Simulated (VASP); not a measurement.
Band structure of SiRh (space group Pm-3m). Level of theory: LDA (Ceperley-Alder, Perdew-Zunger), VASP's LDA PAW potentials (set 64) (plane waves; VASP 6.6.1).

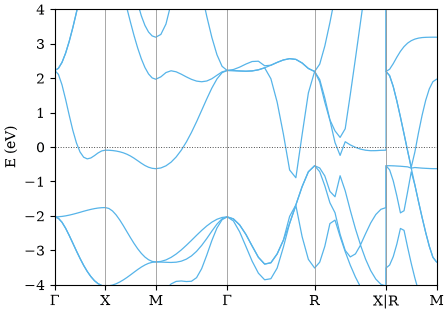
Bands along high-symmetry lines, zero at the valence-band maximum or, without a gap, the Fermi level

Read the plot: is there a gap, and where are the band edges?

It has no gap at this level: it comes out as a metal or semimetal. (Edges off the drawn lines would not show.)

The structure comes from a computed database's SiRh entry (Pm-3m); how it stands against other phases isn't given here. It was relaxed first, which changed the volume by -5 %. The electron count is odd and the run is not spin-polarised, which forces a metal.
